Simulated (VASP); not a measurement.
# From one sheet to two: 1T-TiTe2 monolayer

Aim: relax 1T-TiTe2 monolayer, place its levels against the vacuum, then find how two sheets stack and bind.

Method: r2SCAN with rVV10, no spin polarisation; plane waves and PAW (Ti, Te), in VASP 6.6.1.

## 1. Starting point

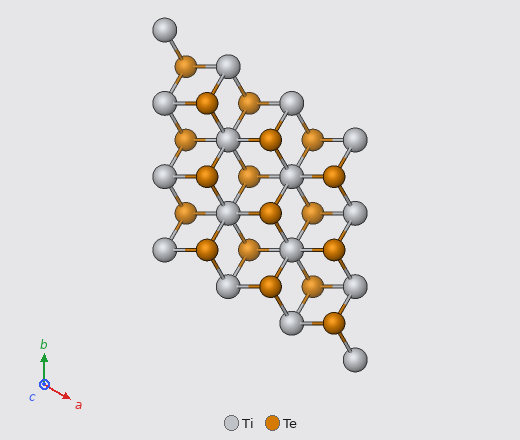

Start, viewed from above; titanium light grey, tellurium orange. 3×3×1 cells are drawn. Some periodic images of atoms are drawn too.

The cell holds 3 atoms: 1 Ti and 2 Te. Its edges and angles: a = 3.750 Å, b = 3.750 Å, c = 22.000 Å, α = 90.0°, β = 90.0°, γ = 120.0°. Vacuum lies along c.

Coordinates:

```
Ti Te
1.0
     3.75000    0.00000    0.00000
    -1.87500    3.24760    0.00000
     0.00000    0.00000   22.00000
Ti Te
1 2
Direct
  0.00000 0.00000 0.50000
  0.33333 0.66667 0.41818
  0.66667 0.33333 0.58182
```

## 2. Relaxing the monolayer

The sheet's cell relaxes in its plane with the atoms, while the vacuum is kept.

INCAR

```
SYSTEM = TiTe2
PREC = Normal
ENCUT = 350
EDIFF = 1E-06
NELM = 120
ISMEAR = 0
SIGMA = 0.03
LREAL = .FALSE.
ALGO = Normal
METAGGA = R2SCAN
LUSE_VDW = .TRUE.
IVDW_NL = 2
BPARAM = 11.95
CPARAM = 0.0093
LASPH = .TRUE.
NBANDS = 14
LORBIT = 11
LWAVE = .FALSE.
LCHARG = .FALSE.
KPAR = 4
IBRION = 2
NSW = 50
ISIF = 3
EDIFFG = -0.015
POTIM = 0.4
IDIPOL = 3
LDIPOL = .TRUE.
DIPOL = 0.5 0.5 0.5
LATTICE_CONSTRAINTS = .TRUE. .TRUE. .FALSE.
```

POSCAR

```
TiTe2
1.0
    3.7500000000      0.0000000000      0.0000000000
   -1.8750000000      3.2475952642      0.0000000000
    0.0000000000      0.0000000000     22.0000000000
Ti Te
1 2
Direct
    0.0000000000      0.0000000000      0.5000000000
    0.3333333333      0.6666666667      0.4181818182
    0.6666666667      0.3333333333      0.5818181818
```

KPOINTS

```
Automatic mesh
0
Gamma
9 9 1
0 0 0
```

The projector-augmented-wave data sets are Ti and Te (PBE family, release 64).

Started as:

```
> mpirun -np 4 vasp_std
```

The program printed:

```text
[banner, memory and clock lines left out]
running    4 mpi-ranks, on    1 nodes
 distrk:  each k-point on    1 cores,    4 groups
 distr:  one band on    1 cores,    1 groups

 POSCAR found type information on POSCAR TiTe
 POSCAR found :  2 types and       3 ions
|                                                                             |
|               ----> ADVICE to this user running VASP <----                  |
|                                                                             |
|     You have switched on vdW-DFT.                                           |
|     This routine was written and supplied by Jiri Klimes. We recommend      |
|     that you carefully read and cite the following publications:            |
|       J. Klimes, D.R. Bowler, A. Michelides                                 |
|          J. Phys.: Cond Matt. 22 022201 (2010)                              |
|       J. Klimes, D.R. Bowler, A. Michelides                                 |
|          Phys. Rev. B. 83, 195131 (2011)                                    |
|     and references therein.                                                 |
|                                                                             |

|                                                                             |
|               ----> ADVICE to this user running VASP <----                  |
|                                                                             |
|     You enforced a specific xc type in the INCAR file but a different       |
|     [... a line on the potential file left out ...]
|     I HOPE YOU KNOW WHAT YOU ARE DOING!                                     |
|                                                                             |

 LDA part: xc-table for (None), standard interpolation
 POSCAR, INCAR and KPOINTS ok, starting setup
 FFT: planning ... GRIDC
 FFT: planning ... GRID_SOFT
 FFT: planning ... GRID
 WAVECAR not read
 entering main loop
       N       E                     dE             d eps       ncg     rms          rms(c)
Total rVV10 correction in eV:      0.6283117    26.1786991
Total rVV10 correction in eV:      0.6283117    26.1786991
Total rVV10 correction in eV:      0.6283117    26.1786991
Total rVV10 correction in eV:      0.6283117    26.1786991
DAV:   1     0.371286527164E+02    0.37129E+02   -0.38010E+03   336   0.590E+02
DAV:   2    -0.608424916687E+02   -0.97971E+02   -0.91230E+02   538   0.137E+02
DAV:   3    -0.694300941968E+02   -0.85876E+01   -0.84366E+01   440   0.484E+01
DAV:   4    -0.696755458974E+02   -0.24545E+00   -0.24523E+00   442   0.961E+00
DAV:   5    -0.696835124915E+02   -0.79666E-02   -0.79664E-02   530   0.179E+00    0.129E+01
Total rVV10 correction in eV:      0.6253931    26.1795825
Total rVV10 correction in eV:      0.6253931    26.1795825
Total rVV10 correction in eV:      0.6253931    26.1795825
Total rVV10 correction in eV:      0.6253931    26.1795825
DAV:   6    -0.676977720077E+02    0.19857E+01   -0.85268E+00   466   0.335E+01    0.147E+01
Total rVV10 correction in eV:      0.6233767    26.1826034
Total rVV10 correction in eV:      0.6233767    26.1826034
Total rVV10 correction in eV:      0.6233767    26.1826034
Total rVV10 correction in eV:      0.6233767    26.1826034
DAV:   7    -0.661488603164E+02    0.15489E+01   -0.14866E+01   406   0.519E+01    0.910E+00
Total rVV10 correction in eV:      0.6203577    26.1807441
Total rVV10 correction in eV:      0.6203577    26.1807441
Total rVV10 correction in eV:      0.6203577    26.1807441
Total rVV10 correction in eV:      0.6203577    26.1807441
DAV:   8    -0.655565832286E+02    0.59228E+00   -0.16742E+00   342   0.959E+00    0.406E+00
Total rVV10 correction in eV:      0.6177051    26.1815468
Total rVV10 correction in eV:      0.6177051    26.1815468
Total rVV10 correction in eV:      0.6177051    26.1815468
Total rVV10 correction in eV:      0.6177051    26.1815468
DAV:   9    -0.653819079204E+02    0.17468E+00   -0.48262E-01   378   0.880E+00    0.184E+00
Total rVV10 correction in eV:      0.6190635    26.1817280
Total rVV10 correction in eV:      0.6190635    26.1817280
Total rVV10 correction in eV:      0.6190635    26.1817280
Total rVV10 correction in eV:      0.6190635    26.1817280
DAV:  10    -0.653872354889E+02   -0.53276E-02   -0.13606E-01   372   0.559E+00    0.116E+00
Total rVV10 correction in eV:      0.6192263    26.1818031
Total rVV10 correction in eV:      0.6192263    26.1818031
Total rVV10 correction in eV:      0.6192263    26.1818031
Total rVV10 correction in eV:      0.6192263    26.1818031
DAV:  11    -0.653700285699E+02    0.17207E-01   -0.30651E-02   372   0.259E+00    0.331E-01
Total rVV10 correction in eV:      0.6202284    26.1816336
Total rVV10 correction in eV:      0.6202284    26.1816336
Total rVV10 correction in eV:      0.6202284    26.1816336
Total rVV10 correction in eV:      0.6202284    26.1816336
DAV:  12    -0.653718159497E+02   -0.17874E-02   -0.34820E-03   390   0.703E-01    0.234E-01
Total rVV10 correction in eV:      0.6217525    26.1811023
Total rVV10 correction in eV:      0.6217525    26.1811023
Total rVV10 correction in eV:      0.6217525    26.1811023
Total rVV10 correction in eV:      0.6217525    26.1811023
DAV:  13    -0.653720145244E+02   -0.19857E-03   -0.21570E-03   354   0.527E-01    0.473E-02
Total rVV10 correction in eV:      0.6222054    26.1807766
Total rVV10 correction in eV:      0.6222054    26.1807766
Total rVV10 correction in eV:      0.6222054    26.1807766
Total rVV10 correction in eV:      0.6222054    26.1807766
DAV:  14    -0.653723960877E+02   -0.38156E-03   -0.26621E-04   384   0.118E-01    0.343E-02
Total rVV10 correction in eV:      0.6232203    26.1799248
Total rVV10 correction in eV:      0.6232203    26.1799248
Total rVV10 correction in eV:      0.6232203    26.1799248
Total rVV10 correction in eV:      0.6232203    26.1799248
DAV:  15    -0.653732724248E+02   -0.87634E-03   -0.42477E-04   348   0.116E-01    0.358E-02
Total rVV10 correction in eV:      0.6236331    26.1794723
Total rVV10 correction in eV:      0.6236331    26.1794723
Total rVV10 correction in eV:      0.6236331    26.1794723
Total rVV10 correction in eV:      0.6236331    26.1794723
DAV:  16    -0.653735124566E+02   -0.24003E-03   -0.58424E-05   366   0.656E-02    0.203E-02
Total rVV10 correction in eV:      0.6237791    26.1793257
Total rVV10 correction in eV:      0.6237791    26.1793257
Total rVV10 correction in eV:      0.6237791    26.1793257
Total rVV10 correction in eV:      0.6237791    26.1793257
DAV:  17    -0.653735581201E+02   -0.45664E-04   -0.81832E-06   336   0.202E-02    0.897E-03
Total rVV10 correction in eV:      0.6241367    26.1789211
[...]
Total rVV10 correction in eV:      0.6176776    26.1794213
DAV:   2    -0.654454882917E+02   -0.77814E-02   -0.15336E-01   378   0.495E+00    0.152E+00
Total rVV10 correction in eV:      0.6171013    26.1791939
Total rVV10 correction in eV:      0.6171013    26.1791939
Total rVV10 correction in eV:      0.6171013    26.1791939
Total rVV10 correction in eV:      0.6171013    26.1791939
DAV:   3    -0.654178249783E+02    0.27663E-01   -0.29088E-02   354   0.273E+00    0.716E-01
Total rVV10 correction in eV:      0.6142000    26.1789826
Total rVV10 correction in eV:      0.6142000    26.1789826
Total rVV10 correction in eV:      0.6142000    26.1789826
Total rVV10 correction in eV:      0.6142000    26.1789826
DAV:   4    -0.654147228284E+02    0.31021E-02   -0.11101E-02   354   0.693E-01    0.193E-01
Total rVV10 correction in eV:      0.6141350    26.1789747
Total rVV10 correction in eV:      0.6141350    26.1789747
Total rVV10 correction in eV:      0.6141350    26.1789747
Total rVV10 correction in eV:      0.6141350    26.1789747
DAV:   5    -0.654146327005E+02    0.90128E-04   -0.71411E-04   368   0.346E-01    0.145E-01
Total rVV10 correction in eV:      0.6140435    26.1789354
Total rVV10 correction in eV:      0.6140435    26.1789354
Total rVV10 correction in eV:      0.6140435    26.1789354
Total rVV10 correction in eV:      0.6140435    26.1789354
DAV:   6    -0.654146192672E+02    0.13433E-04   -0.93161E-05   372   0.120E-01    0.116E-01
Total rVV10 correction in eV:      0.6139258    26.1788509
Total rVV10 correction in eV:      0.6139258    26.1788509
Total rVV10 correction in eV:      0.6139258    26.1788509
Total rVV10 correction in eV:      0.6139258    26.1788509
DAV:   7    -0.654146572403E+02   -0.37973E-04   -0.12962E-04   336   0.994E-02    0.305E-02
Total rVV10 correction in eV:      0.6138723    26.1788407
Total rVV10 correction in eV:      0.6138723    26.1788407
Total rVV10 correction in eV:      0.6138723    26.1788407
Total rVV10 correction in eV:      0.6138723    26.1788407
DAV:   8    -0.654146572493E+02   -0.90499E-08   -0.15440E-05   376   0.442E-02    0.230E-02
Total rVV10 correction in eV:      0.6138636    26.1788199
Total rVV10 correction in eV:      0.6138636    26.1788199
Total rVV10 correction in eV:      0.6138636    26.1788199
Total rVV10 correction in eV:      0.6138636    26.1788199
DAV:   9    -0.654146626101E+02   -0.53608E-05   -0.17474E-06   272   0.101E-02    0.110E-02
Total rVV10 correction in eV:      0.6138777    26.1787997
Total rVV10 correction in eV:      0.6138777    26.1787997
Total rVV10 correction in eV:      0.6138777    26.1787997
Total rVV10 correction in eV:      0.6138777    26.1787997
DAV:  10    -0.654146666962E+02   -0.40861E-05   -0.91918E-07   290   0.746E-03    0.476E-03
Total rVV10 correction in eV:      0.6138858    26.1787645
Total rVV10 correction in eV:      0.6138858    26.1787645
Total rVV10 correction in eV:      0.6138858    26.1787645
Total rVV10 correction in eV:      0.6138858    26.1787645
DAV:  11    -0.654146740520E+02   -0.73558E-05   -0.90466E-07   310   0.652E-03    0.326E-03
Total rVV10 correction in eV:      0.6138953    26.1787473
Total rVV10 correction in eV:      0.6138953    26.1787473
Total rVV10 correction in eV:      0.6138953    26.1787473
Total rVV10 correction in eV:      0.6138953    26.1787473
DAV:  12    -0.654146783970E+02   -0.43449E-05   -0.45241E-07   308   0.569E-03    0.194E-03
Total rVV10 correction in eV:      0.6139063    26.1787166
Total rVV10 correction in eV:      0.6139063    26.1787166
Total rVV10 correction in eV:      0.6139063    26.1787166
Total rVV10 correction in eV:      0.6139063    26.1787166
DAV:  13    -0.654146848891E+02   -0.64922E-05   -0.10366E-06   318   0.631E-03    0.177E-03
Total rVV10 correction in eV:      0.6139097    26.1787037
Total rVV10 correction in eV:      0.6139097    26.1787037
Total rVV10 correction in eV:      0.6139097    26.1787037
Total rVV10 correction in eV:      0.6139097    26.1787037
DAV:  14    -0.654146864279E+02   -0.15388E-05   -0.38393E-07   332   0.482E-03    0.503E-04
Total rVV10 correction in eV:      0.6139096    26.1786999
Total rVV10 correction in eV:      0.6139096    26.1786999
Total rVV10 correction in eV:      0.6139096    26.1786999
Total rVV10 correction in eV:      0.6139096    26.1786999
DAV:  15    -0.654146867428E+02   -0.31485E-06   -0.55619E-08   246   0.213E-03
Total rVV10 correction in eV:      0.6139086    26.1786966
Total rVV10 correction in eV:      0.6139086    26.1786966
Total rVV10 correction in eV:      0.6139086    26.1786966
Total rVV10 correction in eV:      0.6139086    26.1786966
Total rVV10 correction in eV:      0.6139093    26.1786985
Total rVV10 correction in eV:      0.6139093    26.1786985
Total rVV10 correction in eV:      0.6139093    26.1786985
Total rVV10 correction in eV:      0.6139093    26.1786985
   2 F= -.65414687E+02 E0= -.65414115E+02  d E =-.406599E-01
[...]
3 F= -.65414945E+02 E0= -.65414373E+02  d E =-.409178E-01
[...]
4 F= -.65422625E+02 E0= -.65422053E+02  d E =-.768007E-02
[...]
5 F= -.65431768E+02 E0= -.65431090E+02  d E =-.168235E-01
[...]
6 F= -.65432430E+02 E0= -.65431820E+02  d E =-.174852E-01
[...]
7 F= -.65432445E+02 E0= -.65431847E+02  d E =-.175001E-01
[...]
8 F= -.65432464E+02 E0= -.65431849E+02  d E =-.196964E-04
 trial-energy change:   -0.000020  1 .order   -0.000037   -0.000432    0.000358
 step:   0.8582(harm=  0.9129)  dis= 0.00113  next Energy=   -65.432553 (dE=-0.109E-03)
 bond charge predicted
       N       E                     dE             d eps       ncg     rms          rms(c)
Total rVV10 correction in eV:      0.6222577    26.1786970
Total rVV10 correction in eV:      0.6222577    26.1786970
Total rVV10 correction in eV:      0.6222577    26.1786970
Total rVV10 correction in eV:      0.6222577    26.1786970
DAV:   1    -0.654326280077E+02   -0.16348E-03   -0.47227E-03   336   0.377E-01    0.750E-02
Total rVV10 correction in eV:      0.6220661    26.1787220
Total rVV10 correction in eV:      0.6220661    26.1787220
Total rVV10 correction in eV:      0.6220661    26.1787220
Total rVV10 correction in eV:      0.6220661    26.1787220
DAV:   2    -0.654326409809E+02   -0.12973E-04   -0.43492E-04   378   0.268E-01    0.858E-02
Total rVV10 correction in eV:      0.6220346    26.1787119
Total rVV10 correction in eV:      0.6220346    26.1787119
Total rVV10 correction in eV:      0.6220346    26.1787119
Total rVV10 correction in eV:      0.6220346    26.1787119
DAV:   3    -0.654325554250E+02    0.85556E-04   -0.99328E-05   336   0.165E-01    0.377E-02
Total rVV10 correction in eV:      0.6218715    26.1787041
Total rVV10 correction in eV:      0.6218715    26.1787041
Total rVV10 correction in eV:      0.6218715    26.1787041
Total rVV10 correction in eV:      0.6218715    26.1787041
DAV:   4    -0.654325528891E+02    0.25359E-05   -0.35632E-05   336   0.331E-02    0.113E-02
Total rVV10 correction in eV:      0.6218738    26.1787037
Total rVV10 correction in eV:      0.6218738    26.1787037
Total rVV10 correction in eV:      0.6218738    26.1787037
Total rVV10 correction in eV:      0.6218738    26.1787037
DAV:   5    -0.654325533952E+02   -0.50604E-06   -0.14517E-06   256   0.128E-02
Total rVV10 correction in eV:      0.6218499    26.1786989
Total rVV10 correction in eV:      0.6218499    26.1786989
Total rVV10 correction in eV:      0.6218499    26.1786989
Total rVV10 correction in eV:      0.6218499    26.1786989
Total rVV10 correction in eV:      0.6218662    26.1787024
Total rVV10 correction in eV:      0.6218662    26.1787024
Total rVV10 correction in eV:      0.6218662    26.1787024
Total rVV10 correction in eV:      0.6218662    26.1787024
   9 F= -.65432553E+02 E0= -.65431948E+02  d E =-.108639E-03
 curvature:  -0.47 expect dE=-0.762E-07 dE for cont linesearch -0.327E-07
 trial: gam=-0.01279 g(F)=  0.163E-06 g(S)=  0.140E-08 ort = 0.432E-05 (trialstep = 0.151E+01)
 search vector abs. value=  0.970E-07
 reached required accuracy - stopping structural energy minimisation
```

Run time: 11 min. Hardware: 4 MPI ranks of Intel Xeon Platinum 8259CL at 2.50GHz (Skylake/Cascade Lake), shared host; peak memory 1.4 GiB; 43 min of CPU time.

Lines that name or quote the potential files are left out of all logs, and their timing lines are given in words.

(Continued in part 2 of 9.)

[Lines on the potential files, build, host, timing and source positions are cut from VASP's logs without a mark.]

[Logs are printed without paths, hosts, clocks, repeated set-up lines and the standing remarks that a program may print on its own settings, such as how far it seeks lower states.]

[Hosts, paths, dates, database ids (printed as entryN), source tags and the programs' standing remarks are cut or masked in the printed files.]

[Runs that stopped without an error message from VASP are left out.]
